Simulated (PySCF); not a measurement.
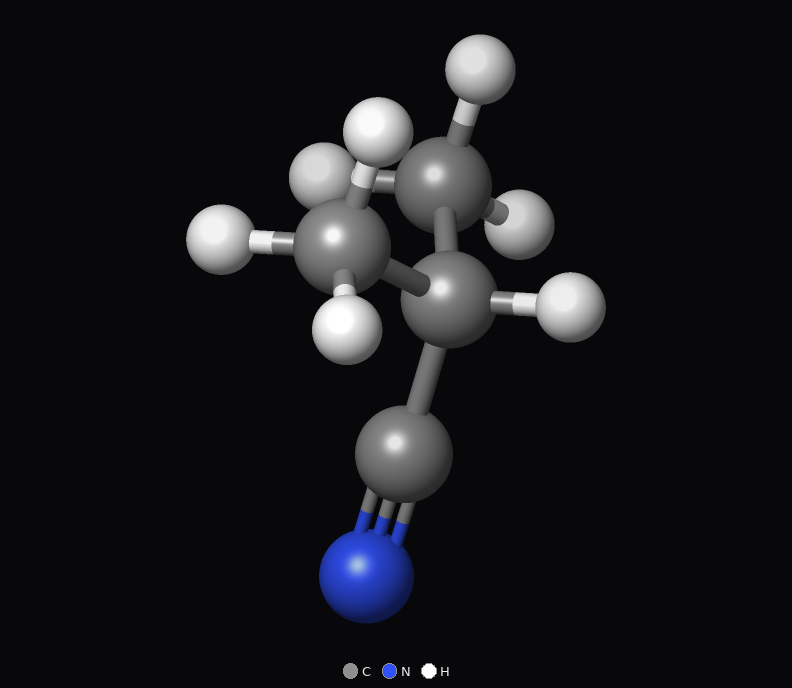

Double and triple bonds are drawn as two and three sticks.

Computed geometry: GFN2-xTB optimisation. No frequency run is at hand to confirm it as a minimum.

What does the picture show?

It has 12 atoms: 4 carbon, 7 hydrogen and 1 nitrogen (C4H7N). Its SMILES string is `CC(C)C#N`. It has no ring. Among its groups: nitrile. This geometry has Cs symmetry. Coordination: 3 C tetrahedral; 1 C linear.

More results for the same structure follow; atom numbers are the same in all pictures, views and colours differ.

### Shape

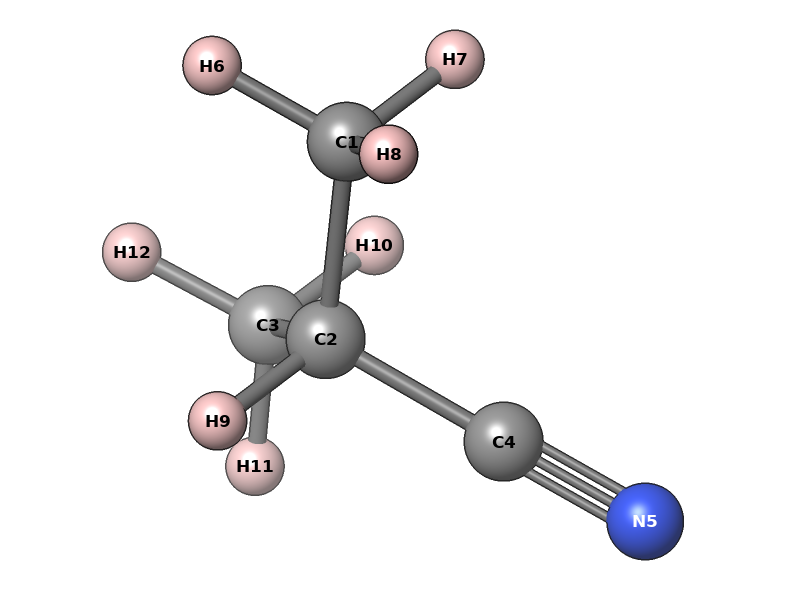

C3 lies behind C2. The molecule seen a little off the C2–C3 bond, C2 in front. Atoms fade into the background with distance from the viewer. No frequency run is at hand to confirm it as a minimum.

What is the torsion angle C1–C2–C3–H10? The sign is positive where the front bond must turn clockwise to cover the back bond.

59°, synclinal (gauche). The bonds about C2–C3 are staggered.

### Spin–spin coupling

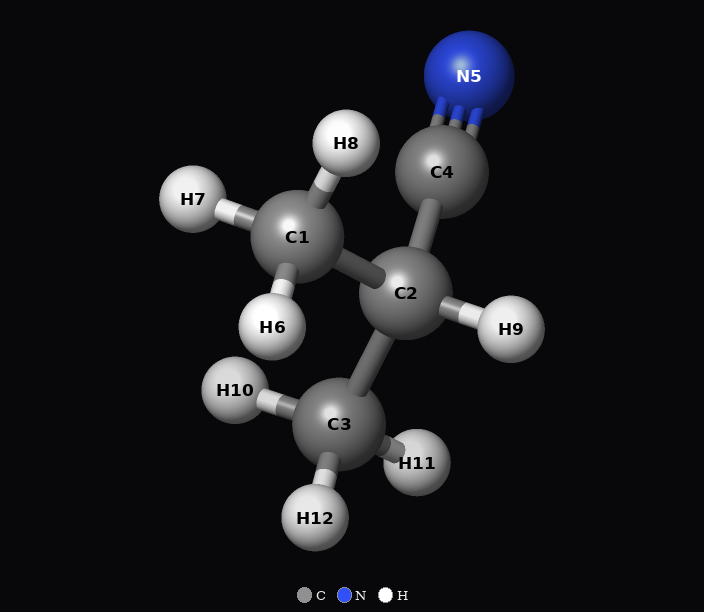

No frequency run is at hand to confirm it as a minimum. Level of theory: B3LYP/pcJ-1 indirect spin-spin coupling, non-relativistic, gas phase (PySCF 2.14.0). Isotopes: 13C, 1H, 15N.

Give the spin–spin coupling constants of these pairs, with the number of bonds between them: C4/N5, C1/N5, C3/N5, N5/H9.

```csv
pair,bonds apart,J (Hz)
"C4, N5",1,−21.0
"C1, N5",3,−0.6
"C3, N5",3,−0.6
"N5, H9",3,−1.4
```

### Charges

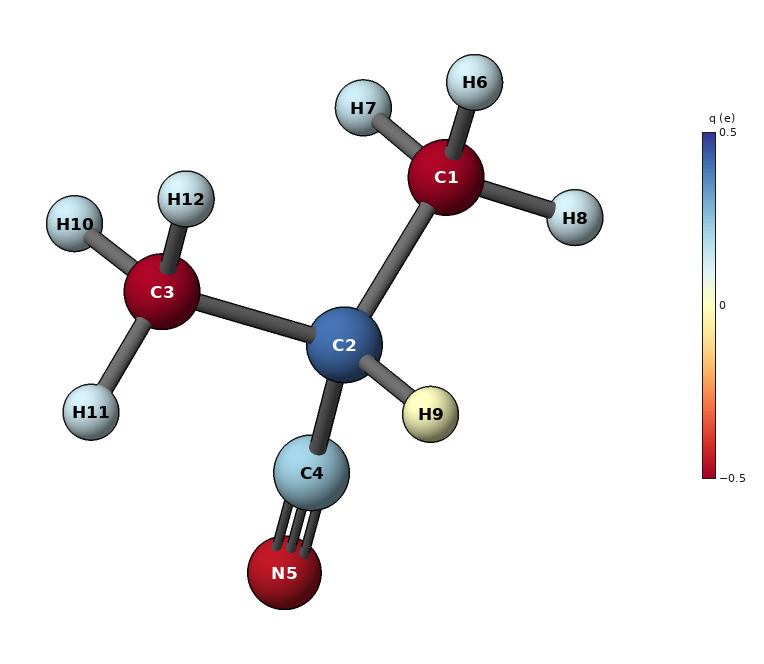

Atoms are coloured by their ESP-fitted charges. No frequency run is at hand to confirm it as a minimum. Properties computed with PBE0/pcSseg-1, gas phase (PySCF 2.14.0).

Which atom carries the highest charge (most positive or least negative)?

C2 (0.41 e).

And the lowest?

C1, C3 (−0.49 e).

List the ESP-fitted charges.

| atom | value (e) |
| --- | --- |
| C1 | −0.49 |
| C2 | 0.41 |
| C3 | −0.49 |
| C4 | 0.22 |
| N5 | −0.45 |
| H6 | 0.13 |
| H7 | 0.14 |
| H8 | 0.13 |
| H9 | 0.00 |
| H10 | 0.14 |
| H11 | 0.13 |
| H12 | 0.13 |

### NMR shielding

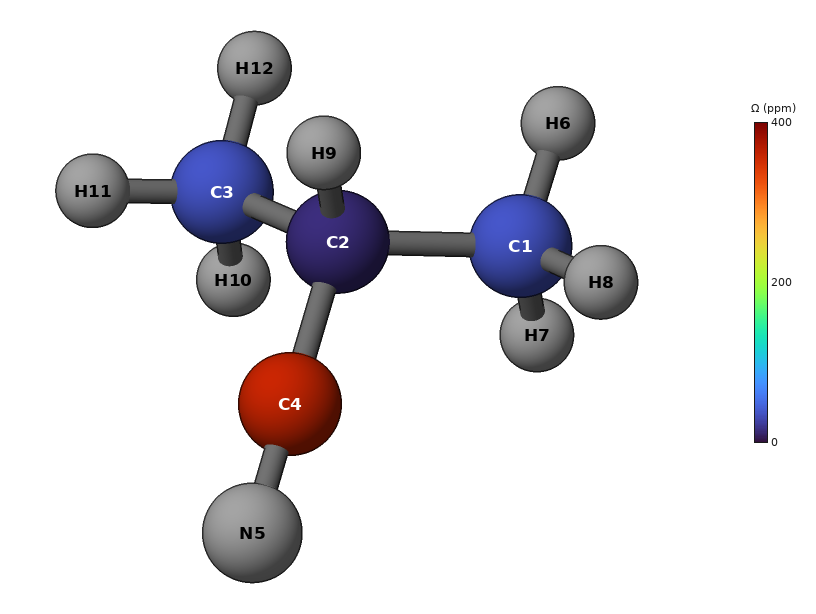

The C atoms are coloured by the span of their shielding tensor. No frequency run is at hand to confirm it as a minimum. Properties computed with GIAO PBE0/pcSseg-1 NMR shielding, non-relativistic, gas phase (PySCF 2.14.0). Principal shieldings σ11 ≤ σ22 ≤ σ33, span Ω = σ33 − σ11, skew κ = 3(σiso − σ22)/Ω.

Which C atom has the most anisotropic shielding?

C4, with a span of 360 ppm.

Give the shielding tensors of the C atoms.

```json
{"atom": "C1, C3", "σ11": "149.8", "σ22": "155.9", "σ33": "186.6", "σiso": "164.1", "Ω": "36.8", "κ": "0.67"}
{"atom": "C2", "σ11": "159.1", "σ22": "167.0", "σ33": "173.3", "σiso": "166.5", "Ω": "14.3", "κ": "−0.11"}
{"atom": "C4", "σ11": "−63.4", "σ22": "−56.0", "σ33": "296.3", "σiso": "58.9", "Ω": "359.7", "κ": "0.96"}
```

Shieldings and span in ppm.

### Bond orders

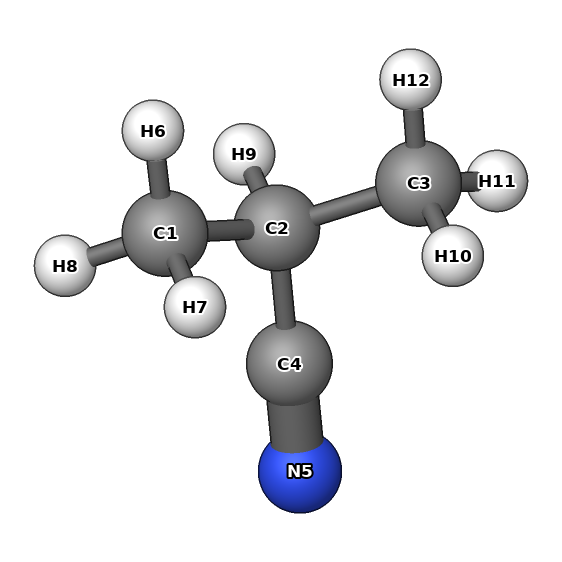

The thickness of each stick grows with its Mayer bond order. No frequency run is at hand to confirm it as a minimum. Computed with PBE0/pcSseg-1 (PySCF 2.14.0).

Which bond has the highest Mayer bond order?

C4–N5, 3.07, at a length of 1.143 Å.

List the Mayer bond orders of C1–C2, C2–C4, C2–H9, C1–H7, C1–H8, C1–H6, C4–N5 (one bond of each equivalent set).

```tsv
bond	Mayer order	length (Å)
C1–C2	1.02	1.532
C2–C4	0.97	1.446
C2–H9	0.92	1.097
C1–H7	0.96	1.088
C1–H8	0.96	1.088
C1–H6	0.96	1.088
C4–N5	3.07	1.143
```
